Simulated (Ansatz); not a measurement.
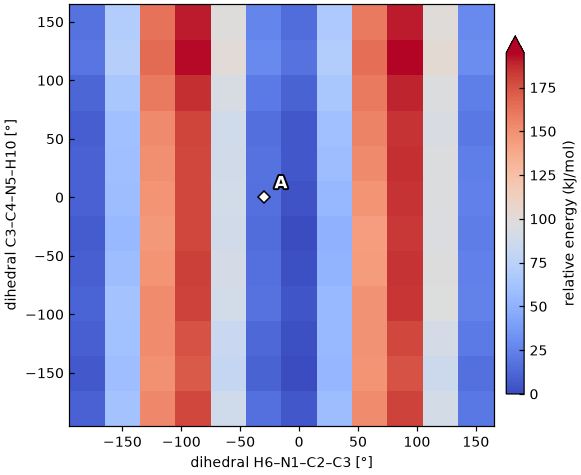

C₃H₆N₂, SMILES N=C1CC1N. First axis: dihedral H6–N1–C2–C3. Second axis: dihedral C3–C4–N5–H10. Nothing is relaxed (all other coordinates rigid). Grid: 12 × 12 points. Points are written as (first, second). Energies: kJ/mol, counted from the lowest grid point. Energies and slopes of some neighbouring points disagree (a jump in structure or state, or too coarse a mesh). The dihedral twists a double bond; near 90° a spin-restricted reference is unreliable. Theory: Ansatz, RKS PBE0-D4/def2-TZVP.

The picture shows one coloured cell a grid point, one colour for all values above the top of the scale, the point A.

> Is A at rest? If not, where is it pushed?

A, at (−30°, 0°), is not a stationary point. The computed force is 1.5 kJ/mol for each degree towards larger values of dihedral H6–N1–C2–C3 and 0.061 kJ/mol for each degree towards smaller values of dihedral C3–C4–N5–H10.
